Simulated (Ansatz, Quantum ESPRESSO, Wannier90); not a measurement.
# zigzag Ga chain, bond 2.55 Å, width 1.2 Å: Wannier functions and conductance, part 3 of 5

Aim: a Wannier model and the conductance steps that follow from it, for this wire: zigzag Ga chain, bond 2.55 Å, width 1.2 Å.

Quantum ESPRESSO 7.5 and Wannier90 3.1.0; plane-wave DFT, PBE, GBRV ultrasoft pseudopotentials; cross-check by Ansatz 0.2.0 with PAW datasets.

So far. Step 2 (Ground state): The run needed 17 iterations to bring the estimated error under 1e-07 Ry; the largest force on any atom, held or free, is 0.30 eV/Å.

### 6. Localisation, bands and conductance

Level of this step: maximally localised Wannier functions and ballistic conductance; plane-wave DFT, PBE, GBRV ultrasoft pseudopotentials (Wannier90).

After disentangling and localising, transport_mode = bulk builds principal layers from hoppings within dist_cutoff and counts open channels.

wan.win reads:

```
num_wann = 8
num_bands = 33
num_iter = 200
num_print_cycles = 20
conv_tol = 1e-8
conv_window = 5
guiding_centres = true
dis_num_iter = 1500
dis_conv_tol = 1e-8
dis_win_min = -13.1930
dis_win_max = 6.8070
dis_froz_max = -0.6930
search_shells = 120
fermi_energy = -2.1930

transport = true
transport_mode = bulk
one_dim_axis = z
dist_cutoff = 17.9
dist_cutoff_mode = one_dim
tran_win_min = -4.0
tran_win_max = 2.0
tran_energy_step = 0.02

bands_plot = true
bands_num_points = 96
begin kpoint_path
G 0.0 0.0 0.0 Z 0.0 0.0 0.5
end kpoint_path

begin projections
Ga:s;p
end projections

begin unit_cell_cart
ang
  9.0000000000 0.0000000000 0.0000000000
  0.0000000000 8.0000000000 0.0000000000
  0.0000000000 0.0000000000 4.5000000000
end unit_cell_cart

begin atoms_frac
  Ga -0.0666666667 0.0000000000 0.0000000000
  Ga 0.0666666667 0.0000000000 0.5000000000
end atoms_frac

mp_grid = 1 1 8
begin kpoints
  0.0 0.0 0.0000000000
  0.0 0.0 0.1250000000
  0.0 0.0 0.2500000000
  0.0 0.0 0.3750000000
  0.0 0.0 0.5000000000
  0.0 0.0 0.6250000000
  0.0 0.0 0.7500000000
  0.0 0.0 0.8750000000
end kpoints
```

On the command line:

```console
$ OMP_NUM_THREADS=1 wannier90.x wan > wan.run.log
```

Log:

```text
[banner, memory and clock lines left out]
+---------------------------------------------------+
             |                                                   |
             |                   WANNIER90                       |
             |                                                   |
             +---------------------------------------------------+
             |                                                   |
             |        Welcome to the Maximally-Localized         |
             |        Generalized Wannier Functions code         |
             |                             |
             |                                                   |
             |                                                   |
             |  Wannier90 Developer Group:                       |
             |    Giovanni Pizzi    (EPFL)                       |
             |    Valerio Vitale    (Cambridge)                  |
             |    David Vanderbilt  (Rutgers University)         |
             |    Nicola Marzari    (EPFL)                       |
             |    Ivo Souza         (Universidad del Pais Vasco) |
             |    Arash A. Mostofi  (Imperial College London)    |
             |    Jonathan R. Yates (University of Oxford)       |
             |                                                   |
             |  For the full list of Wannier90 3.x authors,      |
             |  please check the code documentation and the      |
             |  README on the GitHub page of the code            |
             |                                                   |
             |                                                   |
             |                                                   |
             |  [ref] "Wannier90 as a community code:            |
             |        new features and applications",            |
             |        165902 (2020).                             |
             |            |
             |                                                   |
             |  in any publications arising from the use of      |
             |                                                   |
             |  [ref] "Maximally Localized Generalised Wannier   |
             |         Functions for Composite Energy Bands"     |
             |         N. Marzari and D. Vanderbilt              |
             |         Phys. Rev. B 56 12847 (1997)              |
             |                                                   |
             |  [ref] "Maximally Localized Wannier Functions     |
             |         for Entangled Energy Bands"               |
             |         I. Souza, N. Marzari and D. Vanderbilt    |
             |         Phys. Rev. B 65 035109 (2001)             |
             |                                                   |
             |                                                   |
             | Copyright (c) 1996-2020                           |
             |        The Wannier90 Developer Group and          |
             |        individual contributors                    |
             |                                                   |
             |      Release: 3.1.0        5th March    2020      |
             |                                                   |
             | This program is free software; you can            |
             | redistribute it and/or modify it under the terms  |
             | of the GNU General Public License as published by |
             | the Free Software Foundation; either version 2 of |
             | the License, or (at your option) any later version|
             |                                                   |
             | This program is distributed in the hope that it   |
             | will be useful, but WITHOUT ANY WARRANTY; without |
             | even the implied warranty of MERCHANTABILITY or   |
             | FITNESS FOR A PARTICULAR PURPOSE. See the GNU     |
             | General Public License for more details.          |
             |                                                   |
             | You should have received a copy of the GNU General|
             | Public License along with this program; if not,   |
             | write to the Free Software Foundation, Inc.,      |
             | 675 Mass Ave, Cambridge, MA 02139, USA.           |
             |                                                   |
             +---------------------------------------------------+
             +---------------------------------------------------+

 ******************************************************************************
 * -> Using CODATA 2006 constant values                                       *
 *    (                      *
 * -> Using Bohr value from CODATA                                            *
 ******************************************************************************

 Running in serial (with parallel executable)

                                    ------
                                    SYSTEM
                                    ------

                              Lattice Vectors (Ang)
                    a_1     9.000000   0.000000   0.000000
                    a_2     0.000000   8.000000   0.000000
                    a_3     0.000000   0.000000   4.500000

                   Unit Cell Volume:     324.00000  (Ang^3)

                        Reciprocal-Space Vectors (Ang^-1)
                    b_1     0.698132   0.000000   0.000000
                    b_2     0.000000   0.785398   0.000000
                    b_3     0.000000   0.000000   1.396263

 *----------------------------------------------------------------------------*
 |   Site       Fractional Coordinate          Cartesian Coordinate (Ang)     |
 +----------------------------------------------------------------------------+
 | Ga   1  -0.06667   0.00000   0.00000   |   -0.60000   0.00000   0.00000    |
 | Ga   2   0.06667   0.00000   0.50000   |    0.60000   0.00000   2.25000    |
 *----------------------------------------------------------------------------*
                                ------------
                                K-POINT GRID
                                ------------

             Grid size =  1 x  1 x  8      Total points =    8

 *---------------------------------- MAIN ------------------------------------*
 |  Number of Wannier Functions               :                 8             |
 |  Number of Objective Wannier Functions     :                 8             |
 |  Number of input Bloch states              :                33             |
[...]
Delta: O_D=  0.1967338E-02 O_OD= -0.2902011E+00 O_TOT= -0.2882338E+00 <-- DLTA
 Cycle:     20
[...]
Sum of centres and spreads ( -0.000137, -0.000000,  9.000001 )    23.85672125

     20    -0.127E-02     0.1439306188       23.8567212480       0.34  <-- CONV
        O_D=      0.1464595 O_OD=      5.3915501 O_TOT=     23.8567212 <-- SPRD
 Delta: O_D=  0.1930694E-02 O_OD= -0.3200364E-02 O_TOT= -0.1269671E-02 <-- DLTA
 Cycle:     40
[...]
Sum of centres and spreads ( -0.000140,  0.000000,  9.000007 )    23.85061339

     40    -0.298E-04     0.0225953687       23.8506133943       0.35  <-- CONV
        O_D=      0.1525022 O_OD=      5.3793995 O_TOT=     23.8506134 <-- SPRD
 Delta: O_D= -0.1944661E-03 O_OD=  0.1646200E-03 O_TOT= -0.2984610E-04 <-- DLTA
 Cycle:     60
[...]
Sum of centres and spreads ( -0.000118,  0.000007,  9.000466 )    23.82469595

     60    -0.855E-02     0.3038121807       23.8246959462       0.37  <-- CONV
        O_D=      0.1552351 O_OD=      5.3507492 O_TOT=     23.8246959 <-- SPRD
 Delta: O_D=  0.9413530E-03 O_OD= -0.9490601E-02 O_TOT= -0.8549248E-02 <-- DLTA
 Cycle:     80
[...]
Sum of centres and spreads (  0.005428,  0.000039,  8.999497 )    21.98727671

     80    -0.138E-01     0.6758770756       21.9872767108       0.39  <-- CONV
        O_D=      0.0768852 O_OD=      3.5916799 O_TOT=     21.9872767 <-- SPRD
 Delta: O_D=  0.2723224E-03 O_OD= -0.1411606E-01 O_TOT= -0.1384374E-01 <-- DLTA
 Cycle:    100
[...]
Sum of centres and spreads (  0.000630,  0.000067,  9.000160 )    21.91352471

    100    -0.783E-03     0.1051904200       21.9135247148       0.40  <-- CONV
        O_D=      0.0751520 O_OD=      3.5196611 O_TOT=     21.9135247 <-- SPRD
 Delta: O_D= -0.2970743E-03 O_OD= -0.4859760E-03 O_TOT= -0.7830503E-03 <-- DLTA

 Writing checkpoint file wan.chk... done

 Cycle:    120
[...]
Sum of centres and spreads ( -0.000090,  0.000119,  9.000039 )    21.91015066

    120    -0.208E-04     0.0214047786       21.9101506624       0.42  <-- CONV
        O_D=      0.0743471 O_OD=      3.5170919 O_TOT=     21.9101507 <-- SPRD
 Delta: O_D= -0.4423792E-04 O_OD=  0.2347837E-04 O_TOT= -0.2075955E-04 <-- DLTA
 Cycle:    140
[...]
Sum of centres and spreads ( -0.000122,  0.000209,  9.000007 )    21.90999673

    140    -0.173E-05     0.0074496366       21.9099967311       0.44  <-- CONV
        O_D=      0.0741769 O_OD=      3.5171082 O_TOT=     21.9099967 <-- SPRD
 Delta: O_D=  0.7459299E-05 O_OD= -0.9187071E-05 O_TOT= -0.1727772E-05 <-- DLTA
 Cycle:    160
[...]
Sum of centres and spreads ( -0.000136,  0.000402,  9.000001 )    21.90997229

    160    -0.181E-05     0.0050196575       21.9099722939       0.46  <-- CONV
        O_D=      0.0742049 O_OD=      3.5170558 O_TOT=     21.9099723 <-- SPRD
 Delta: O_D= -0.8854298E-05 O_OD=  0.7048384E-05 O_TOT= -0.1805914E-05 <-- DLTA
 Cycle:    180
[...]
Sum of centres and spreads ( -0.000149,  0.000922,  9.000001 )    21.90988273

    180    -0.700E-05     0.0112349044       21.9098827273       0.47  <-- CONV
        O_D=      0.0742329 O_OD=      3.5169382 O_TOT=     21.9098827 <-- SPRD
 Delta: O_D= -0.1192182E-04 O_OD=  0.4925476E-05 O_TOT= -0.6996348E-05 <-- DLTA
 Cycle:    200
[...]
Sum of centres and spreads ( -0.000057,  0.002063,  8.999998 )    21.90946668

    200    -0.487E-04     0.0393000805       21.9094666823       0.49  <-- CONV
        O_D=      0.0740381 O_OD=      3.5167169 O_TOT=     21.9094667 <-- SPRD
 Delta: O_D=  0.4479184E-04 O_OD= -0.9346306E-04 O_TOT= -0.4867122E-04 <-- DLTA

 Writing checkpoint file wan.chk... done

 Final State
  WF centre and spread    1  ( -0.069896,  0.015414, -0.000030 )     2.89909539
  WF centre and spread    2  ( -1.356606,  0.004878,  0.777319 )     2.76735021
  WF centre and spread    3  ( -1.356754,  0.004892, -0.777312 )     2.76757832
  WF centre and spread    4  ( -0.638079, -0.038932,  0.000009 )     2.52075795
  WF centre and spread    5  (  0.069959, -0.017764,  2.250030 )     2.89907182
  WF centre and spread    6  (  1.356641, -0.005632,  1.472690 )     2.76750413
  WF centre and spread    7  (  1.356787, -0.005645,  3.027301 )     2.76775863
  WF centre and spread    8  (  0.637890,  0.044853,  2.249990 )     2.52035023
  Sum of centres and spreads ( -0.000057,  0.002063,  8.999998 )    21.90946668

         Spreads (Ang^2)       Omega I      =    18.318711663
        ================       Omega D      =     0.074038078
                               Omega OD     =     3.516716941
    Final Spread (Ang^2)       Omega Total  =    21.909466682
 Time for wannierise            0.172 (sec)

 Writing checkpoint file wan.chk... done

 *---------------------------------------------------------------------------*
 |                               PLOTTING                                    |
 *---------------------------------------------------------------------------*

 Translated centres
    translation centre in fractional coordinate:  0.000000  0.000000  0.250000
  WF centre     1  ( -0.069896,  0.015414, -0.000030 )
  WF centre     2  ( -1.356606,  0.004878,  0.777319 )
  WF centre     3  ( -1.356754,  0.004892, -0.777312 )
  WF centre     4  ( -0.638079, -0.038932,  0.000009 )
  WF centre     5  (  0.069959, -0.017764,  2.250030 )
  WF centre     6  (  1.356641, -0.005632,  1.472690 )
  WF centre     7  (  1.356787, -0.005645,  3.027301 )
  WF centre     8  (  0.637890,  0.044853,  2.249990 )

 Calculating interpolated band-structure

 Time to calculate interpolated band structure       0.010 (sec)

 Time for plotting              0.013 (sec)

 *---------------------------------------------------------------------------*
 |                              TRANSPORT                                    |
 *---------------------------------------------------------------------------*

 Calculation of Quantum Conductance and DoS: bulk mode

 Maximum imaginary part of the real-space Hamiltonian:     0.000044

     Maximum real part of the real-space Hamiltonian at each lattice point
            Lattice point R           Max |H_ij(R)|
                  -5                     0.000000
                  -4                     0.009143
                  -3                     0.036321
                  -2                     0.193069
                  -1                     1.896364
                   0                     2.472739
                   1                     1.896364
                   2                     0.193069
                   3                     0.036321
                   4                     0.009143
                   5                     0.000000

 Number of unit cells inside the principal layer:     4
 Number of Wannier Functions inside the principal layer:    32

 Calculating quantum conductance and density of states... done

 Time for transport             1.120 (sec)
 Total Execution Time           1.724 (sec)

 *===========================================================================*
 |                             TIMING INFORMATION                            |
 *===========================================================================*
 |    Tag                                                Ncalls      Time (s)|
 |---------------------------------------------------------------------------|
 |kmesh: get                                        :         1         0.017|
 |overlap: allocate                                 :         1         0.000|
 |overlap: read                                     :         1         0.073|
 |dis: main                                         :         1         0.321|
 |wann: main                                        :         1         0.172|
 |plot: main                                        :         1         0.013|
 |tran: main                                        :         1         1.120|
 *---------------------------------------------------------------------------*

 All done: wannier90 exiting
[key lines of the parts left out:]
|  Fermi energy (eV)                         :            -2.193             |
```

Run time: 2.2 s. Hardware: 1 MPI rank of Arm Neoverse N1, shared host; peak memory 0.08 GiB.

Numbers from this step:

```
lead channels at the Fermi level, one spin                                        : 3.000
total spread                                                                      : 21.91 Å²
gauge-invariant spread                                                            : 18.32 Å²
largest misfit to plane-wave levels between mesh points, inside the frozen window : 0.01713 eV
```

Per spin. The quantum conductance of the perfect wire, open channels by energy, zero at the Fermi level:

```csv
energy (eV),"quantum conductance of the perfect wire, open channels"
-4.0000,1
-3.7600,1
-3.5000,1
-3.2600,1
-3.0000,1
-2.7600,1
-2.5000,1.000
-2.2600,1.000
-2.0000,3.0e-9
-1.7600,0
-1.5000,0
-1.2600,0
-1.0200,0
-0.7600,2.0e-9
-0.5000,4.3e-6
-0.2600,2
0.0000,3.00
0.2400,2
0.5000,2
0.7400,2
1.0000,2
1.2400,2
1.5000,2
1.7400,2
2.0000,2
```

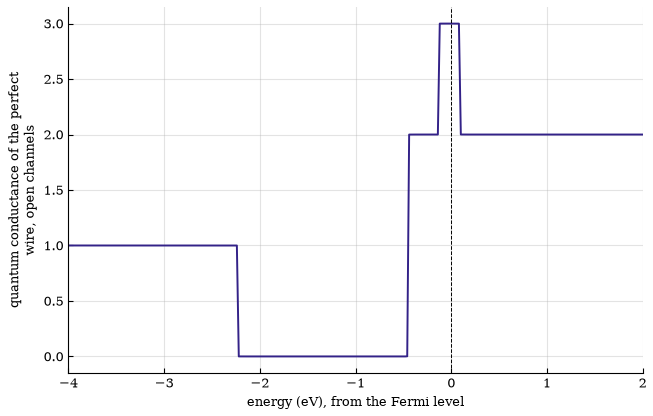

Quantum conductance of the perfect wire, open channels against energy.

Wannier functions:

```csv
no.,x (Å),y (Å),z (Å),spread (Å²)
1,-0.0699,0.01541,-3.00e-5,2.899
2,-1.357,0.004878,0.7773,2.767
3,-1.357,0.004892,-0.7773,2.768
4,-0.6381,-0.03893,9.00e-6,2.521
5,0.06996,-0.01776,2.25,2.899
6,1.357,-0.005632,1.473,2.768
7,1.357,-0.005645,3.027,2.768
8,0.6379,0.04485,2.25,2.52
```

Electronic bands along the path, in eV, zero at the Fermi level; # counts the bands kept:

```csv
point,#1,#2,#3,#4,#5,#6,#7
Γ,-7.21,-2.22,-0.13,0.10,2.38,2.45,4.19
Z,-5.43,-5.43,0.61,0.61,1.66,1.66,5.07
```

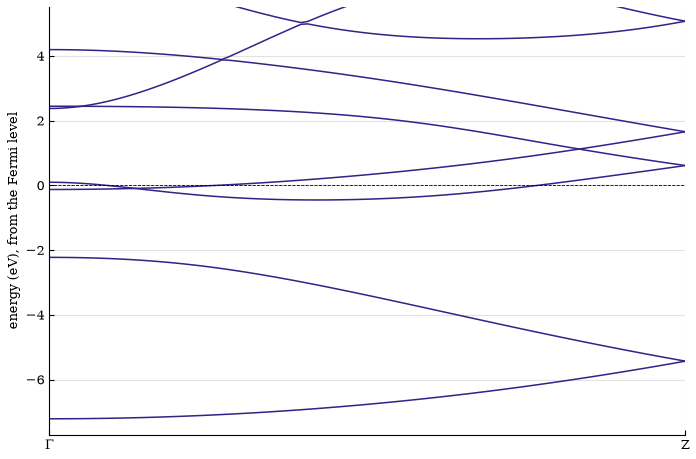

Electronic bands along the path.

Bands and channels are those of the Wannier model: bands that were not projected, and all outside the frozen window, are missing or only approximate.

### 7. Neighbour list from wannier90 -pp, with dist_cutoff = 5.4

A sensitivity test on the input.

wan_w.win is the input of step 6 with these lines changed:

```diff
@@ -18,3 +18,3 @@
 one_dim_axis = z
-dist_cutoff = 17.9
+dist_cutoff = 5.4
 dist_cutoff_mode = one_dim
```

On the command line:

```console
$ OMP_NUM_THREADS=1 wannier90.x -pp wan_w > wan_w.pp.log
```

The job ended after 0.48 s (1 MPI rank; peak memory 0.09 GiB).

### 8. Overlaps and projections

The same post-processing, on the changed run.

wan_w.p2w.in reads:

```
&inputpp
  prefix = 'nscf'
  outdir = './out'
  seedname = 'wan_w'
  write_mmn = .true.
  write_amn = .true.
  write_unk = .false.
/
```

On the command line:

```console
$ OMP_NUM_THREADS=1 mpirun -n 2 pw2wannier90.x -in wan_w.p2w.in > wan_w.p2w.out
```

Elapsed: 8.4 s, on 2 MPI ranks; peak memory 0.15 GiB; 17 s of CPU time.

[end of part 3 of 5]

[Logs are printed without paths, hosts, clocks, repeated set-up lines and the standing remarks that a program may print on its own settings, such as how far it seeks lower states.]

[Hosts, paths, dates, database ids (printed as entryN), source tags and the programs' standing remarks are cut or masked in the printed files.]

[Maps of the electrostatic potential energy from Ansatz leave out the sawtooth potential of an applied field or a dipole correction, so their vacuum need not be flat; planar profiles and work functions include it.]
